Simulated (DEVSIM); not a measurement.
Structure: Pt/SiON/p-InP capacitor, at 250 K.

```tsv
layer (left to right)	material	thickness (nm)	Na (cm⁻³)
1	SiON	3.90	-
2	InP	3000	8.4e15
```

Metal gate on the left, work function 5.6 eV. Fixed charge at the semiconductor interface 1.3e10 cm⁻² (in units of +e); no interface traps.

This is a model device: material constants are rounded textbook-type values typed into the input, and sizes, dopings and lifetimes were drawn at random. Values at 300 K; Nc and Nv go as T^1.5, mobilities as T to minus their exponent, the gap by Varshni's rule with the affinity fixed.

| parameter | SiON | InP |
|---|---|---|
| gap (eV) | 7 | 1.344 |
| affinity (eV) | 1.4 | 4.38 |
| permittivity | 5.5 | 12.5 |
| Nc (cm⁻³) | - | 5.7e17 |
| Nv (cm⁻³) | - | 1.1e19 |
| Varshni α (eV/K) | - | 0.000363 |
| Varshni β (K) | - | 162 |

DEVSIM, 1D Poisson equation in equilibrium, Boltzmann statistics, complete ionisation; no quantum confinement or tunnelling. Metal contacts follow the ideal Schottky-Mott rule: no Fermi-level pinning, no interface dipoles.

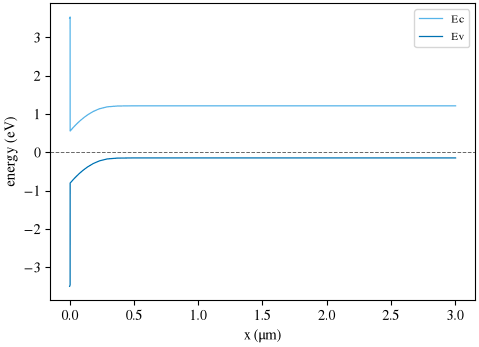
Figure. Band edges at 0.7 V on the gate

Energies count from the Fermi level of the right contact; mesh points crowd at the junctions.

```tsv
x (μm)	Ec (eV)	Ev (eV)	n (cm⁻³)	p (cm⁻³)	field (V/cm)
0.000	3.500	-3.500	< 1e2	< 1e2	85000
0.001014	3.509	-3.491	< 1e2	< 1e2	85000
0.002267	3.519	-3.481	< 1e2	< 1e2	85000
0.003436	3.529	-3.471	< 1e2	< 1e2	85000
0.004875	0.557	-0.803	2600000	550	39000
0.007240	0.566	-0.793	1700000	850	39000
0.01222	0.585	-0.774	680000	2100	38000
0.02806	0.645	-0.715	44000	32000	36000
0.05432	0.736	-0.624	630	2200000	33000
0.1114	0.906	-0.454	< 1e2	5.9e9	26000
0.2317	1.134	-0.226	< 1e2	2.3e14	12000
0.6143	1.211	-0.149	< 1e2	8.4e15	≈ 0
1.291	1.211	-0.149	< 1e2	8.4e15	≈ 0
2.132	1.211	-0.149	< 1e2	8.4e15	≈ 0
2.678	1.211	-0.149	< 1e2	8.4e15	≈ 0
2.850	1.211	-0.149	< 1e2	8.4e15	≈ 0
2.931	1.211	-0.149	< 1e2	8.4e15	≈ 0
2.970	1.211	-0.149	< 1e2	8.4e15	≈ 0
2.992	1.211	-0.149	< 1e2	8.4e15	≈ 0
2.999	1.211	-0.149	< 1e2	8.4e15	≈ 0
3.002	1.211	-0.149	< 1e2	8.4e15	≈ 0
3.004	1.211	-0.149	< 1e2	8.4e15	≈ 0
```
